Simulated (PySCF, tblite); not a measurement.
**AlH₆NO₃Si, a small molecule taken as a stand-in for a surface group (aluminium hydroxide): NMR shifts, core binding energies and electronic excitations**

Aim: the NMR shifts, core binding energies and electronic excitations of `N[SiH2][O][Al]([OH])[OH]`.

Computed with tblite 0.8.0 and PySCF 2.14.0; each step states its level. No surroundings beyond the atoms listed, unless a continuum is named. Atoms count from 0, parts from 1.

## 1. Starting point

12 atoms, charge 0, multiplicity 1; geometry: distance geometry start.

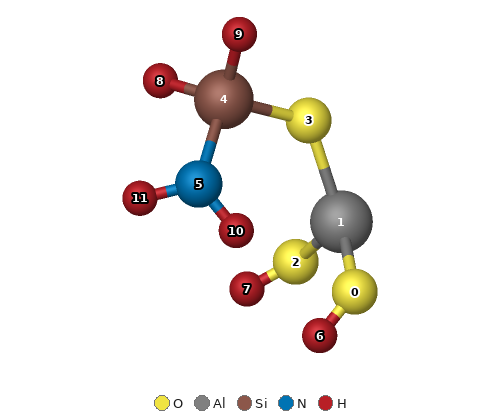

The starting geometry (oxygen yellow, aluminium grey, silicon brown, nitrogen blue, hydrogen red), atoms numbered.

## 2. Geometry optimisation with GFN2-xTB

Job settings and geometry (Å):

```
{"job": {"kind": "relax", "xc": "GFN2-xTB", "basis": "xTB"}, "charge": 0, "multiplicity": 1}
O      0.317798     0.532652    -1.644346
Al     1.717360     0.993661    -0.513956
O      1.527507     2.590149     0.437407
O      2.485034    -0.425765     0.453270
Si     1.592394    -1.520154     1.505842
N     -0.159294    -1.597062     0.968688
H     -0.624014     0.743253    -1.482752
H      0.795575     2.834410     0.997531
H      1.659516    -1.100146     2.847915
H      2.147118    -2.834050     1.397274
H     -0.401274    -1.063243     0.132159
H     -0.856354    -1.562326     1.730241
```

Method: GFN2-xTB geometry optimisation, gas phase.

On the command line:

```bash
$ OMP_NUM_THREADS=1 python cluster_run.py task.json out
```

One launch serves the whole session: the jobs run in the order shown.

The log of the run:

```text
step      E/eV     max force
  0    -575.37731    3.415
  1    -575.93802    2.692
  2    -576.72098    3.023
  3    -576.88803    1.788
  4    -577.00142    0.879
  5    -577.03012    0.679
  6    -577.07121    0.702
  7    -577.10103    0.676
  8    -577.13331    0.489
  9    -577.15451    0.373
 10    -577.18160    0.508
 11    -577.20627    0.469
 12    -577.23112    0.599
 13    -577.25926    0.581
 14    -577.28812    0.522
 15    -577.30882    0.581
 16    -577.31140    0.932
 17    -577.33781    0.392
 18    -577.34924    0.351
 19    -577.38551    0.596
 20    -577.40834    0.737
 21    -577.43942    0.540
 22    -577.45859    0.386
 23    -577.46770    0.397
 24    -577.47672    0.455
 25    -577.48678    0.321
 26    -577.49523    0.211
 27    -577.49806    0.236
 28    -577.50894    0.362
 29    -577.51995    0.413
 30    -577.52721    0.295
 31    -577.53231    0.247
 32    -577.53461    0.167
 33    -577.53893    0.219
 34    -577.54860    0.288
 35    -577.55588    0.252
 36    -577.56178    0.190
 37    -577.56387    0.121
 38    -577.56459    0.246
 39    -577.56614    0.108
 40    -577.56801    0.134
 41    -577.57111    0.202
 42    -577.57261    0.126
 43    -577.57383    0.084
 44    -577.57526    0.134
 45    -577.57783    0.191
 46    -577.58161    0.209
 47    -577.58561    0.207
 48    -577.58906    0.188
 49    -577.59281    0.253
 50    -577.59795    0.303
 51    -577.60551    0.381
 52    -577.61380    0.296
 53    -577.62051    0.269
 54    -577.62871    0.209
 55    -577.63331    0.440
 56    -577.63864    0.318
 57    -577.64394    0.158
 58    -577.65034    0.234
 59    -577.65611    0.337
 60    -577.66163    0.234
 61    -577.67120    0.221
 62    -577.67951    0.232
 63    -577.68736    0.234
 64    -577.69553    0.239
 65    -577.70397    0.351
 66    -577.71060    0.146
 67    -577.71552    0.154
 68    -577.71782    0.147
 69    -577.72050    0.184
 70    -577.72267    0.154
 71    -577.72451    0.099
 72    -577.72531    0.089
 73    -577.72586    0.097
 74    -577.72640    0.115
 75    -577.72786    0.122
 76    -577.72963    0.170
 77    -577.73132    0.137
 78    -577.73245    0.081
 79    -577.73309    0.079
 80    -577.73357    0.081
 81    -577.73431    0.063
 82    -577.73502    0.077
 83    -577.73573    0.091
 84    -577.73643    0.122
 85    -577.73725    0.138
 86    -577.73835    0.116
 87    -577.73979    0.085
 88    -577.74085    0.137
 89    -577.74160    0.079
 90    -577.74187    0.040
 91    -577.74207    0.037
 92    -577.74237    0.045
 93    -577.74296    0.093
 94    -577.74368    0.120
 95    -577.74432    0.107
 96    -577.74467    0.059
 97    -577.74487    0.031
 98    -577.74503    0.030
 99    -577.74521    0.036
100    -577.74537    0.043
101    -577.74552    0.035
102    -577.74570    0.037
103    -577.74591    0.060
104    -577.74614    0.059
105    -577.74641    0.063
106    -577.74673    0.052
107    -577.74707    0.051
108    -577.74743    0.062
109    -577.74778    0.061
110    -577.74810    0.064
111    -577.74848    0.086
112    -577.74905    0.121
113    -577.74974    0.103
114    -577.75038    0.068
115    -577.75064    0.060
116    -577.75074    0.021
117    -577.75077    0.019
118    -577.75081    0.015
119    -577.75084    0.014
120    -577.75089    0.016
121    -577.75093    0.015
122    -577.75097    0.017
123    -577.75099    0.015
124    -577.75102    0.015
125    -577.75103    0.011
126    -577.75105    0.007
```

Run time: 1.3 s. Hardware: 1 thread of Intel Xeon Platinum 8488C, shared host.

Step by step:

```csv
step,energy from step 0 (eV),largest force (eV/Å)
0,0.0000,3.4152
5,-1.6528,0.6785
10,-1.8043,0.5087
15,-1.9315,0.5817
20,-2.0310,0.7371
25,-2.1095,0.3209
30,-2.1499,0.2952
35,-2.1786,0.2521
40,-2.1907,0.1342
45,-2.2005,0.1910
50,-2.2206,0.3025
55,-2.2560,0.4409
60,-2.2843,0.2340
65,-2.3267,0.3502
70,-2.3454,0.1544
75,-2.3505,0.1216
80,-2.3563,0.0809
85,-2.3599,0.1378
90,-2.3646,0.0400
95,-2.3670,0.1066
100,-2.3681,0.0428
105,-2.3691,0.0626
110,-2.3708,0.0645
115,-2.3733,0.0599
120,-2.3736,0.0154
125,-2.3737,0.0110
126,-2.3737,0.0071
```

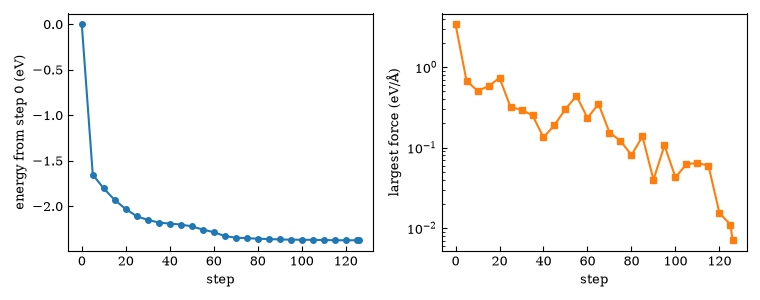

Energy and largest force along the relaxation.

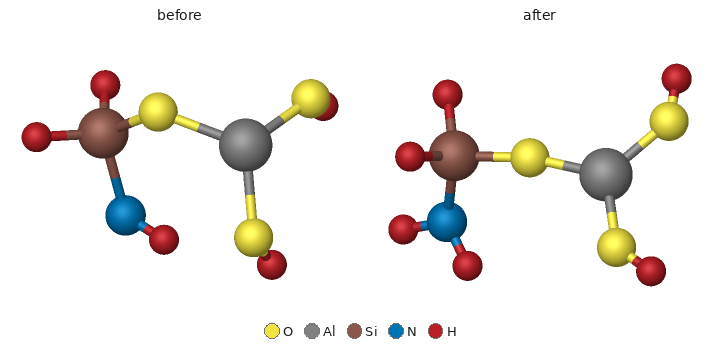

The geometry before (left) and after (right).

Distances of close pairs at the start and the end, largest changes first:

```csv
bond,before (Å),after (Å),change (Å)
Al1–O3,1.881,1.669,-0.213
Al1–O2,1.868,1.660,-0.208
O0–Al1,1.857,1.655,-0.202
O3–Si4,1.761,1.624,-0.138
Si4–N5,1.834,1.721,-0.113
Si4–H8,1.408,1.463,+0.056
Si4–H9,1.430,1.470,+0.040
O0–H6,0.979,0.947,-0.031
```

## 3. Geometry optimisation at PBE0-D3(BJ)/def2-SVP

Job settings and geometry (Å):

```
{"job": {"xc": "PBE0", "basis": "def2-SVP", "d3": "d3bj", "grid": 2, "kind": "geom", "shake": 0.01}, "charge": 0, "multiplicity": 1}
O     -0.378081     1.043717    -2.389885
Al     0.259774     1.392035    -0.915624
O      0.674157     2.944901    -0.513014
O      0.515394     0.112469     0.123593
Si     0.479684    -1.273554     0.976536
N     -1.162534    -1.765651     1.106948
H     -0.623888     1.533588    -3.184264
H      1.075295     3.400605     0.240807
H      0.926909    -0.932871     2.360885
H      1.394213    -2.179025     0.292358
H     -1.749416    -1.691601     0.299202
H     -1.373014    -2.612200     1.619458
```

The log of the run:

```text
step   0  E = -815.26277965  max force = 0.034569
step   1  E = -815.26901691  max force = 0.006000
step   2  E = -815.26934840  max force = 0.001168
step   3  E = -815.26961346  max force = 0.002541
step   4  E = -815.27015153  max force = 0.005232
step   5  E = -815.27056191  max force = 0.005207
step   6  E = -815.27104375  max force = 0.002962
step   7  E = -815.27128463  max force = 0.002481
step   8  E = -815.27149029  max force = 0.002890
step   9  E = -815.27184884  max force = 0.003300
step  10  E = -815.27208765  max force = 0.004029
step  11  E = -815.27239270  max force = 0.002826
step  12  E = -815.27269438  max force = 0.005033
step  13  E = -815.27288384  max force = 0.003175
step  14  E = -815.27305776  max force = 0.001848
step  15  E = -815.27309333  max force = 0.000909
step  16  E = -815.27311602  max force = 0.000806
step  17  E = -815.27313048  max force = 0.000559
step  18  E = -815.27315493  max force = 0.000810
step  19  E = -815.27317817  max force = 0.001009
step  20  E = -815.27321412  max force = 0.001054
step  21  E = -815.27324422  max force = 0.001477
step  22  E = -815.27326824  max force = 0.001006
step  23  E = -815.27329470  max force = 0.000495
step  24  E = -815.27329690  max force = 0.000291
optimisation converged
```

Run time: 3 min. Hardware: 1 thread of Intel Xeon Platinum 8488C, shared host; peak memory 0.65 GiB.

Relaxation path:

```csv
step,energy from step 0 (eV),largest force component (eV/Å)
0,0.0000,1.7776
1,-0.1697,0.3085
2,-0.1787,0.0601
3,-0.1860,0.1307
4,-0.2006,0.2690
5,-0.2118,0.2678
6,-0.2249,0.1523
7,-0.2314,0.1276
8,-0.2370,0.1486
9,-0.2468,0.1697
10,-0.2533,0.2072
11,-0.2616,0.1453
12,-0.2698,0.2588
13,-0.2749,0.1633
14,-0.2797,0.0950
15,-0.2806,0.0467
16,-0.2813,0.0414
17,-0.2817,0.0287
18,-0.2823,0.0417
19,-0.2830,0.0519
20,-0.2839,0.0542
21,-0.2848,0.0760
22,-0.2854,0.0517
23,-0.2861,0.0255
24,-0.2862,0.0150
```

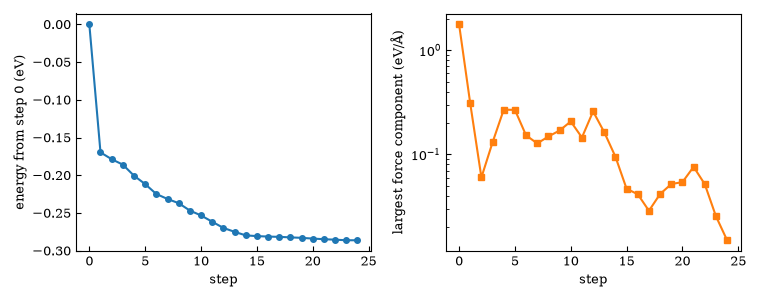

Energy and force, step by step.

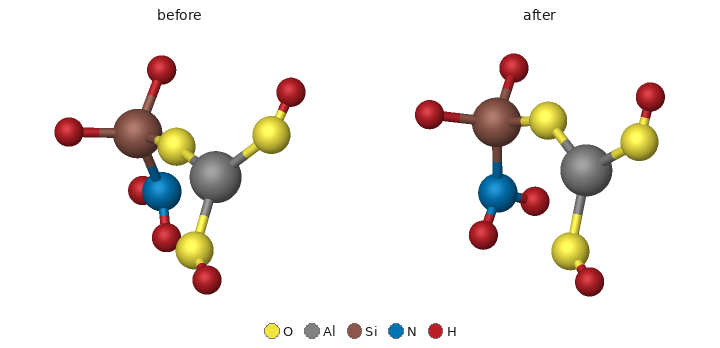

The geometry before (left) and after (right).

Distances of close pairs at the start and the end, largest changes first:

```csv
bond,before (Å),after (Å),change (Å)
O0–Al1,1.644,1.697,+0.053
Al1–O2,1.657,1.694,+0.038
Si4–H9,1.458,1.492,+0.034
O3–Si4,1.628,1.660,+0.032
Al1–O3,1.668,1.692,+0.024
N5–H10,1.001,1.015,+0.014
O2–H7,0.968,0.958,-0.010
O0–H6,0.965,0.958,-0.007
```

The final coordinates are the input of the step that follows.

```csv
at the end point,value
point group (found at 0.08 Å tolerance),C1
"rotational constants (GHz, main isotopes)","4.439, 1.239, 1.006"
dipole moment (D),1.68
```

## 4. NMR shieldings: PBE0/pcSseg-2

Job settings and geometry (Å):

```
{"job": {"kind": "nmr", "xc": "PBE0", "basis": "pcSseg-2"}, "charge": 0, "multiplicity": 1}
O     -0.948556     0.793775    -1.822790
Al     0.117908     1.418182    -0.659998
O      0.512065     3.065902    -0.691410
O      0.752297     0.359964     0.498547
Si     0.684586    -1.225494     0.985253
N     -0.806130    -2.023663     0.653628
H     -1.328733     1.333738    -2.517277
H      1.112189     3.484567    -0.073203
H      0.882588    -1.259796     2.461782
H      1.761678    -1.969355     0.269623
H     -1.079154    -2.177871    -0.311918
H     -1.621155    -1.827356     1.224006
```

With the program's defaults for keys left out, this is: GIAO PBE0/pcSseg-2 NMR shielding, non-relativistic, gas phase.

The log of the run:

```text
coarse grid: 11288 points
cycle   1  E = -815.5009925489  dE =  5.306e-01  |g| = 1.367e+00  |ddm| = 2.628e+00
cycle   2  E = -814.9394566890  dE =  5.615e-01  |g| = 2.186e+00  |ddm| = 1.795e+00
cycle   3  E = -815.8286289875  dE = -8.892e-01  |g| = 1.336e-01  |ddm| = 1.263e+00
cycle   4  E = -815.8302691734  dE = -1.640e-03  |g| = 9.828e-02  |ddm| = 1.095e-01
cycle   5  E = -815.8320875407  dE = -1.818e-03  |g| = 1.450e-02  |ddm| = 5.027e-02
cycle   6  E = -815.8321159705  dE = -2.843e-05  |g| = 5.883e-03  |ddm| = 9.006e-03
cycle   7  E = -815.8321221564  dE = -6.186e-06  |g| = 1.312e-03  |ddm| = 3.324e-03
final grid: 100664 points
cycle   8  E = -815.8314470779  dE = -5.864e-05  |g| = 9.710e-03  |ddm| = 1.973e-02
cycle   9  E = -815.8314226043  dE =  2.447e-05  |g| = 1.504e-02  |ddm| = 1.083e-02
cycle  10  E = -815.8314638308  dE = -4.123e-05  |g| = 6.765e-04  |ddm| = 6.803e-03
cycle  11  E = -815.8314638632  dE = -3.246e-08  |g| = 5.314e-04  |ddm| = 5.915e-04
cycle  12  E = -815.8314639127  dE = -4.941e-08  |g| = 5.907e-05  |ddm| = 2.517e-04
cycle  13  E = -815.8314639131  dE = -4.320e-10  |g| = 2.979e-05  |ddm| = 4.394e-05
converged SCF energy = -815.8314639131

GIAO shielding tensors (ppm)
atom      isotropic    diamagn.    paramagn.     s11        s22        s33       span
  0 O      319.744     387.583     -67.838    296.882    300.302    362.048     65.166
  1 Al     470.342     794.180    -323.838    397.532    500.823    512.670    115.138
  2 O      316.986     385.606     -68.620    293.903    297.548    359.506     65.603
  3 O      244.999     397.352    -152.353    187.275    267.428    280.295     93.020
  4 Si     377.926     876.920    -498.994    341.936    385.983    405.859     63.923
  5 N      221.194     325.194    -104.000    184.900    228.842    249.840     64.940
  6 H       30.315      31.377      -1.063     21.700     23.841     45.403     23.703
  7 H       30.170      31.769      -1.599     21.868     23.938     44.706     22.837
  8 H       26.482      28.636      -2.155     22.729     24.859     31.857      9.128
  9 H       26.327      28.853      -2.526     22.622     24.837     31.523      8.901
 10 H       29.851      32.797      -2.946     23.979     26.833     38.740     14.761
 11 H       29.936      32.408      -2.472     24.962     25.555     39.292     14.329
```

It took 53 s on 1 thread of Intel Xeon Platinum 8488C, shared host; peak memory 1.2 GiB.

The references, computed at this level on geometries of the same kind, shield at (ppm): ¹H TMS 31.25, ²⁹Si TMS 341.3, ¹⁵N NH3 261.7, ¹⁷O H2O 328.2, ²⁷Al AlH4- 485.2. Their shielding less the atom's gives the shift. The references are single molecules in the gas phase, so shifts against H2O, NH3, PH3, H3PO4 or CFCl3 are not on the usual liquid scales and can be off by tens of ppm. Shifts against hydride references such as AlH4− lie on their own scale.

```csv
atoms,environment,σ (ppm),δ (ppm)
H9,"hydrogen on a silicon bonded to N, O",26.33,4.92
H8,"hydrogen on a silicon bonded to N, O",26.48,4.76
H10,hydrogen on a nitrogen bonded to Si,29.85,1.39
H11,hydrogen on a nitrogen bonded to Si,29.94,1.31
H7,hydrogen on an oxygen bonded to Al,30.17,1.07
H6,hydrogen on an oxygen bonded to Al,30.31,0.93
O3,"oxygen bonded to Al, Si",245.0,83.2
O2,"oxygen bonded to Al, H",317.0,11.2
O0,"oxygen bonded to Al, H",319.7,8.4
Al1,aluminium bonded to 3 O,470.3,14.9
Si4,"silicon bonded to N, O, 2 H",377.9,-36.6
N5,"nitrogen bonded to Si, 2 H",221.2,40.5
```

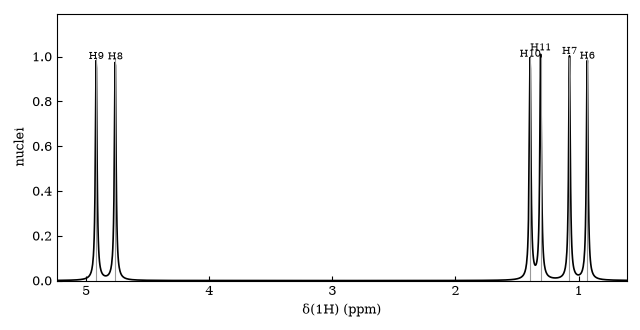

¹H lines at the computed shifts, without couplings. Lines are broadened to a width of 0.02 ppm (Lorentzian).

The run also stored atomic charges by several schemes (e):

```csv
atoms,Mulliken,IAO,Hirshfeld,ESP fit
O0,-0.64,-0.85,-0.39,-0.91
Al1,1.26,1.41,0.71,1.46
O2,-0.63,-0.85,-0.40,-0.93
O3,-0.77,-0.93,-0.40,-0.88
Si4,0.91,1.11,0.41,1.05
N5,-0.57,-0.87,-0.32,-1.17
```

Hirshfeld charges:

```csv
atom,value (e)
O0,-0.39
Al1,0.71
O2,-0.40
O3,-0.40
Si4,0.41
N5,-0.32
H6,0.16
H7,0.16
H8,-0.08
H9,-0.09
H10,0.12
H11,0.12
```

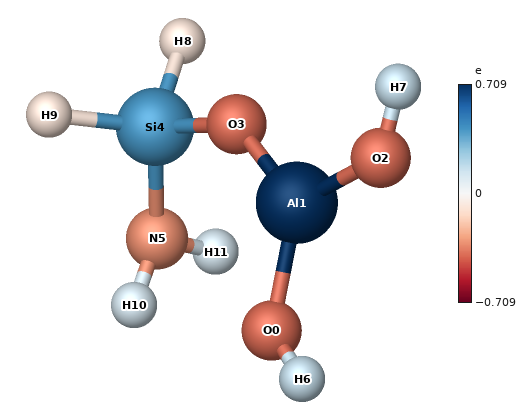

Hirshfeld charges, as colours on the atoms.

Mayer bond orders: O0–Al1 0.95, Al1–O2 0.97, Al1–O3 0.89, O3–Si4 0.91, Si4–N5 1.04.

Orbitals, density, ELF and potential are computed afterwards from the orbital file.

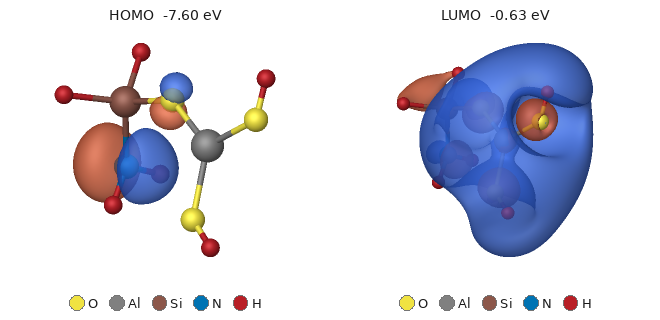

Frontier orbitals at PBE0/pcSseg-2; each surface holds 70 % of the orbital's density, blue and red mark the sign.

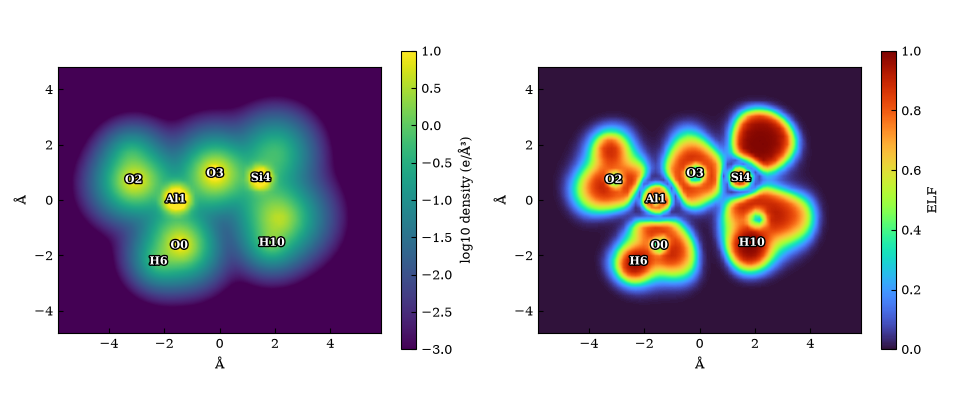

Density (left) and ELF (right) in a plane through or near 7 of the atoms.

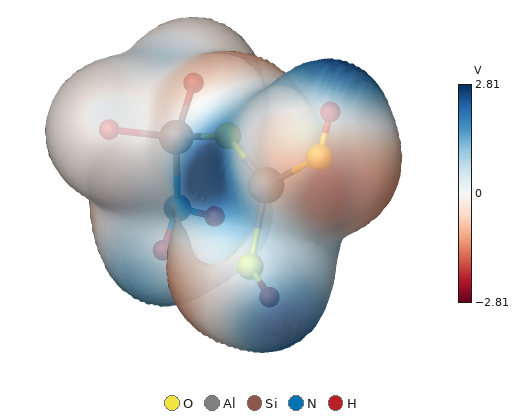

The potential that a unit positive charge feels on the 0.002 e/bohr³ surface, from -1.29 V near O2 to 2.81 V near Al1.

[end of part 1 of 2]
